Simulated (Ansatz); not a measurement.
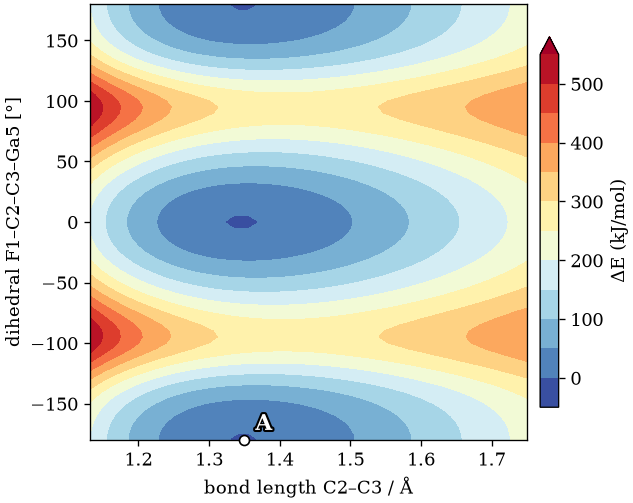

C₂H₃F₂Ga, SMILES FC=[C](F)[GaH2]. Coordinates scanned: (1) bond length C2–C3; (2) dihedral F1–C2–C3–Ga5. Nothing is relaxed (all other coordinates rigid). The grid has 9 × 9 points. Points are written as (first, second). Energies are in kJ/mol, from the relaxed molecule at the same level. The dihedral twists a double bond; near 90° a spin-restricted reference is unreliable. All numbers below come from Ansatz, RKS r2SCAN-D4/def2-SVP.

The picture shows filled contours, one colour for all values above the top of the scale, the point A. Between grid points the surface is interpolated.

Q: Find the lowest pass out of the well at A.

A: The easiest path leads from the well at about (1.35 Å, −180°) to a well of about the same depth at about (1.35 Å, 0°). Its highest point lies about 280 kJ/mol above the bottom of the first well on the interpolated surface, at about (1.41 Å, −95°). This is the barrier on the constrained surface; relaxing the other coordinates would change it.

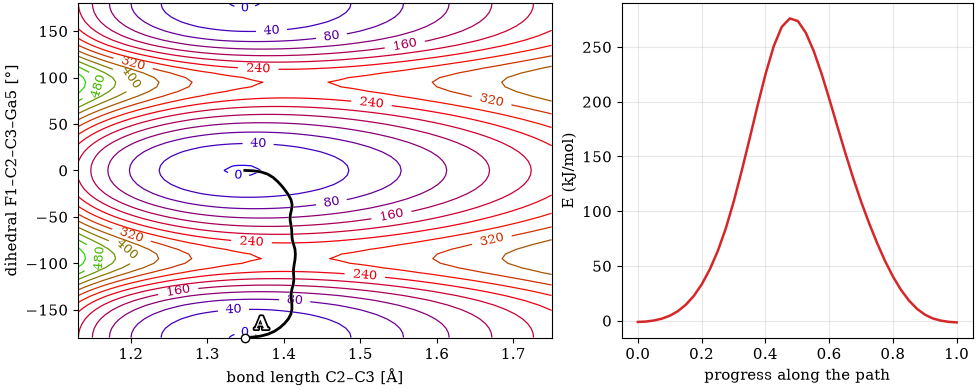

Drawn: contour lines labelled in kJ/mol (none above 560), a line along the lowest path, the energy along the path at the right. Between grid points the surface is interpolated.
